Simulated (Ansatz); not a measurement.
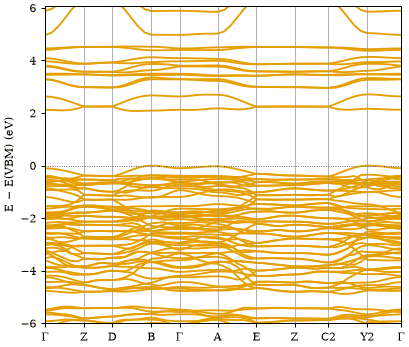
*Band structure from r²SCAN in the plane-wave PAW code Ansatz*

The gap is 2.07 eV; an edge lies off the plotted path or next to a special point (maximum off the standard path, minimum on the D–B line, 60 % of the way from D).

The material is Mo2P2O11 in space group P2_1/m (No. 11; Pearson symbol mP30).

The workflow started from a Materials Project entry (that database holds measured and hypothetical structures alike); the Crystallography Open Database copy checked does not list it. COD files the formula under space group No. 62, so this cell is another polymorph or a model. Whether it is the stable phase at ambient conditions was not checked. Symmetry was held in the r²SCAN relaxation; whether a distortion lowers the energy is not shown. No spin polarisation was allowed. No Hubbard U is applied. Scalar-relativistic: spin–orbit coupling is off unless named, which matters more the heavier the elements.

Potentials: the earlier of the program's two PAW sets.
